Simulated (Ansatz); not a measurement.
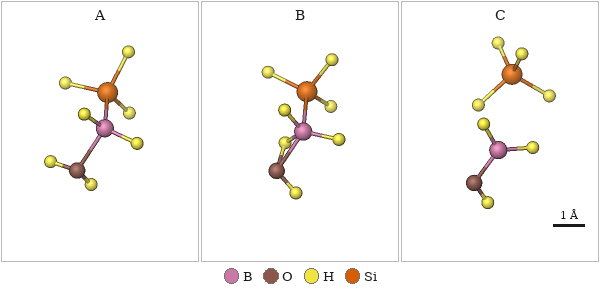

3 geometries from a converged minimum-energy path of BSiH₇O, made up at the start of BH3O and SiH₄, shuffled. A ball-and-stick model, seen from a free direction.

The calculation used RKS PBE0-D4/6-31G* (Ansatz). Settings: 5 movable images; climbing image; force threshold 0.05 eV/Å; iteration limit 60; starting path through a guess of the saddle point.

> Which of them lies highest in energy?

B. In order along the path, whose images run from 0 to 6: C (image 0, 0.00 eV), B (image 4, +1.98 eV), A (image 6, +0.94 eV). Breaking: H–Si (1.49 → 3.03 Å). Forming: B–Si (3.63 → 2.03 Å), H–O (3.31 → 0.97 Å).

Limits of the set-up: the start holds two separate molecules, 2.9 Å apart at their closest, whose relative position is a soft coordinate.
